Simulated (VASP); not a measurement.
# Driving VASP from ASE on YS

Do ASE scripts that read YS from different structure formats give one answer, and do several routes find one equilibrium volume? All runs use r2SCAN. Left out of this account: 1 further run (self-consistent run: a reference on another mesh). The start is a cell from a database of measured crystal structures.

Calculated with VASP 6.6.1; r2SCAN; plane waves and PAW (Y_sv, S).

## 1. The structure

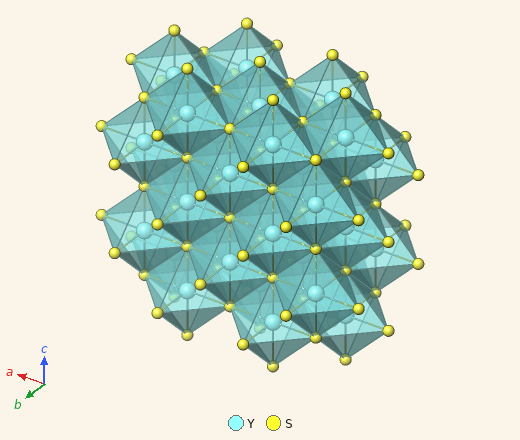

The starting structure, seen from a free direction (yttrium teal, sulfur yellow). 2×1×2 cells are drawn. This picture shows the conventional cell, with its axes. Some periodic images of atoms are drawn too.

Coordinates:

```
Y S
1.0
     0.00000    2.74365    2.74365
     2.74365    0.00000    2.74365
     2.74365    2.74365    0.00000
Y S
1 1
Direct
  0.50000 0.50000 0.50000
  0.00000 0.00000 0.00000
```

## 2. Self-consistent run (r2SCAN, through ASE)

A single point through ASE, with the structure typed into the script.

The input, run.py:

```python
import numpy as np
from ase.calculators.vasp import Vasp
from ase import Atoms
from ase.dft.bandgap import bandgap

atoms = Atoms(['Y', 'S'],
              cell=[[0.0, 2.74365, 2.74365], [2.74365, 0.0, 2.74365], [2.74365, 2.74365, 0.0]],
              scaled_positions=[[0.5, 0.5, 0.5], [0.0, 0.0, 0.0]],
              pbc=True)

calc = Vasp(
    xc='r2scan',
    pp='PBE',
    prec='Accurate',
    encut=400,
    ediff=1e-06,
    nelm=100,
    ismear=-1,
    sigma=0.05,
    lreal=False,
    algo='Normal',
    lasph=True,
    nbands=14,
    lorbit=11,
    lwave=False,
    lcharg=False,
    kpar=2,
    isif=2,
    pp_version='64',
    setups={'Y': '_sv', 'S': ''},
    kpts=(12, 12, 12),
    gamma=True,
    txt='vasp.out',
)
atoms.calc = calc

print("energy (eV):", round(atoms.get_potential_energy(), 6))
print("Fermi level (eV):", round(calc.get_fermi_level(), 4))
print("forces (eV/A):")
print(np.round(atoms.get_forces(), 4))
print("stress (GPa, Voigt, tension positive):", np.round(atoms.get_stress() * 160.21766, 3))
gap, p1, p2 = bandgap(calc, direct=False)
print("gap on the mesh (eV):", round(gap, 4))
```

PAW data sets: Y_sv and S (PBE family, release 64).

On the command line:

```sh
> export ASE_VASP_COMMAND="mpirun -np 2 vasp_std"
> python run.py
```

Log:

```text
energy (eV): -32.8336
Fermi level (eV): 7.148
forces (eV/A):
[[ 0.  0.  0.]
 [-0. -0. -0.]]
stress (GPa, Voigt, tension positive): [-2.068 -2.068 -2.068 -0.     0.     0.   ]
gap on the mesh (eV): 0.0
```

The job ended after 50 s (2 MPI ranks of Intel Xeon Platinum 8488C (Sapphire Rapids), shared host; peak memory 0.36 GiB).

The logs omit lines about the potential files and the build; timing stands in the text.

ASE turned this into the INCAR:

```
ENCUT = 400.000000
SIGMA = 0.050000
EDIFF = 1.00e-06
ALGO = Normal
METAGGA = R2SCAN
PREC = Accurate
ISIF = 2
ISMEAR = -1
KPAR = 2
LORBIT = 11
NBANDS = 14
NELM = 100
LASPH = .TRUE.
LCHARG = .FALSE.
LWAVE = .FALSE.
LREAL = .FALSE.
```

ASE turned this into the KPOINTS:

```
KPOINTS created by Atomic Simulation Environment
0
Gamma
12 12 12
0 0 0
```

VASP's own log, vasp.out:

```text
[banner, memory and clock lines left out]
running    2 mpi-ranks, on    1 nodes
 distrk:  each k-point on    1 cores,    2 groups
 distr:  one band on    1 cores,    1 groups

 POSCAR found type information on POSCAR Y S
 POSCAR found :  2 types and       2 ions
|                                                                             |
|               ----> ADVICE to this user running VASP <----                  |
|                                                                             |
|     You enforced a specific xc type in the INCAR file but a different       |
|     [... a line on the potential file left out ...]
|     I HOPE YOU KNOW WHAT YOU ARE DOING!                                     |
|                                                                             |

 LDA part: xc-table for (None), standard interpolation
 POSCAR, INCAR and KPOINTS ok, starting setup
 FFT: planning ... GRIDC
 FFT: planning ... GRID_SOFT
 FFT: planning ... GRID
 WAVECAR not read
 entering main loop
       N       E                     dE             d eps       ncg     rms          rms(c)
DAV:   1     0.317593745198E+02    0.31759E+02   -0.71270E+03  2016   0.919E+02
DAV:   2    -0.333216967111E+02   -0.65081E+02   -0.61914E+02  2694   0.212E+02
DAV:   3    -0.377187523927E+02   -0.43971E+01   -0.43604E+01  3508   0.411E+01
DAV:   4    -0.378034476436E+02   -0.84695E-01   -0.84666E-01  2340   0.555E+00
DAV:   5    -0.378049480785E+02   -0.15004E-02   -0.15004E-02  2766   0.624E-01    0.273E+01
DAV:   6    -0.328937166568E+02    0.49112E+01   -0.22514E+00  2848   0.116E+01    0.183E+01
DAV:   7    -0.328739791694E+02    0.19737E-01   -0.10611E+00  2448   0.731E+00    0.597E+00
DAV:   8    -0.328365731466E+02    0.37406E-01   -0.13843E-01  2322   0.267E+00    0.735E-01
DAV:   9    -0.328361583854E+02    0.41476E-03   -0.11639E-02  2580   0.827E-01    0.286E-01
DAV:  10    -0.328361866385E+02   -0.28253E-04   -0.49785E-04  2482   0.167E-01    0.141E-01
DAV:  11    -0.328362369134E+02   -0.50275E-04   -0.75771E-05  2604   0.838E-02    0.302E-02
DAV:  12    -0.328362395874E+02   -0.26740E-05   -0.60971E-06  2340   0.181E-02    0.121E-02
DAV:  13    -0.328362403936E+02   -0.80619E-06   -0.83163E-07  1434   0.798E-03
   1 F= -.32836240E+02 E0= -.32833600E+02  d E =-.528094E-02
```

Parts of OUTCAR (step 2):

```text
ion  position               nearest neighbor table
   1  0.500  0.500  0.500-   2 2.74   2 2.74   2 2.74   2 2.74   2 2.74   2 2.74
   2  0.000  0.000  0.000-   1 2.74   1 2.74   1 2.74   1 2.74   1 2.74   1 2.74

  LATTYP: Found a face centered cubic cell.
 ALAT       =     5.4873000000

 Subroutine GETGRP returns: Found 48 space group operations
 (whereof 48 operations were pure point group operations)

The static configuration has the point symmetry O_h .

 Found     72 irreducible k-points:

   k-points           NKPTS =     72   k-points in BZ     NKDIM =     72   number of bands    NBANDS=     14

   dimension x,y,z NGX =    28 NGY =   28 NGZ =   28
   dimension x,y,z NGXF=    56 NGYF=   56 NGZF=   56

   ENCUT  =  400.0 eV  29.40 Ry    5.42 a.u.   6.33  6.33  6.33*2*pi/ulx,y,z

   NELECT =      17.0000    total number of electrons

 k-points in reciprocal lattice and weights: KPOINTS created by Atomic Simulation Env
   0.00000000  0.00000000  0.00000000       0.001
   0.08333333  0.00000000  0.00000000       0.005
   0.16666667  0.00000000  0.00000000       0.005
   0.25000000  0.00000000  0.00000000       0.005
   0.33333333  0.00000000  0.00000000       0.005
   0.41666667  0.00000000  0.00000000       0.005
   0.50000000  0.00000000  0.00000000       0.002
   0.08333333  0.08333333  0.00000000       0.003
   0.16666667  0.08333333  0.00000000       0.014
[...]
-0.33333333  0.50000000  0.16666667       0.007
  -0.25000000  0.50000000  0.25000000       0.003

 average (electrostatic) potential at core
       1 -38.6661       2 -89.0767

 E-fermi :   7.1480

 k-point     1 :       0.0000    0.0000    0.0000
  band No.  band energies     occupation
    ...
      7       3.1962      2.00000
      8       3.1962      2.00000
      9       6.9379      1.97051
     10       6.9379      1.97050
     11       6.9379      1.97050
     12       7.8155      0.00000
     13       7.8155      0.00000
     14       8.8405      0.00000

 k-point     2 :       0.0833    0.0000    0.0000
  band No.  band energies     occupation
    ...
      7       2.9984      2.00000
      8       2.9984      2.00000
      9       7.0288      1.83113
     10       7.0850      1.55774
     11       7.0850      1.55772
     12       8.1402      0.00000
     13       8.1402      0.00000
     14       9.2014      0.00000

 k-point     3 :       0.1667    0.0000    0.0000
  band No.  band energies     occupation
    ...
      4     -17.2631      2.00000
      5      -8.6595      2.00000
      6       1.9756      2.00000
      7       2.5533      2.00000
      8       2.5533      2.00000
      9       7.2058      0.47858
     10       7.4782      0.00270
     11       7.4782      0.00270
     12       9.0006      0.00000
     13       9.0006      0.00000
    ...

  Total        0.5331672      0.5331672      0.5331672      0.0000000     -0.0000000     -0.0000000
  in kB       20.6803512     20.6803512     20.6803512      0.0000000     -0.0000000     -0.0000000
  external PRESSURE =      20.6803512 kB  Pullay stress =       0.0000000 kB

  energy-cutoff  :      400.00
  volume of cell :       41.31
      direct lattice vectors                 reciprocal lattice vectors
     0.000000000  2.743650000  2.743650000    -0.182238988  0.182238988  0.182238988
     2.743650000  0.000000000  2.743650000     0.182238988 -0.182238988  0.182238988
     2.743650000  2.743650000  0.000000000     0.182238988  0.182238988 -0.182238988

 POSITION                                       TOTAL-FORCE (eV/Angst)
 -----------------------------------------------------------------------------------
      2.74365      2.74365      2.74365         0.000000      0.000000      0.000000
      0.00000      0.00000      0.00000        -0.000000     -0.000000     -0.000000
 -----------------------------------------------------------------------------------
    total drift:                                0.000000      0.000000      0.000000

  FREE ENERGIE OF THE ION-ELECTRON SYSTEM (eV)
  ---------------------------------------------------
  free  energy   TOTEN  =       -32.8362403936 eV

  energy  without entropy=      -32.8309594531  energy(sigma->0) =      -32.83359992

 total charge
# of ion       s       p       d       f       tot
--------------------------------------------------
    1        2.140   6.329   1.097   0.066   9.631
    2        1.301   2.511   0.000   0.000   3.812
--------------------------------------------------
tot          3.441   8.839   1.097   0.066  13.443

[... 3 further parts left out ...]
```

This run has no spin polarisation. Its electron count is odd, so without a moment it is a metal by construction. The PAW data sets were made with PBE, which is usual practice but a small mismatch for other functionals. At this level the cell is under a pressure of 2.1 GPa, so at these settings it is away from equilibrium.

This step gave:

- SCF cycles: 13
- electrons: 17
- bands: 14
- irreducible k-points: 72
- symmetry operations: 48
- free energy (TOTEN): -32.84 eV
- energy at zero smearing: -32.83 eV
- Fermi energy: 7.148 eV
- pressure: 2.068 GPa
- metallic: yes

The pressure is 2.07 GPa and the largest force 0.000 eV/Å, so the cell is not at a minimum at these settings.

(Part 1 of 4 ends here.)

[Lines on the potential files, build, host, timing and source positions are cut from VASP's logs without a mark.]

[Logs are printed without paths, hosts, clocks, repeated set-up lines and the standing remarks that a program may print on its own settings, such as how far it seeks lower states.]

[Hosts, paths, dates, database ids (printed as entryN), source tags and the programs' standing remarks are cut or masked in the printed files.]

[A measured line is paired with the nearest computed mode of its activity, which favours agreement.]
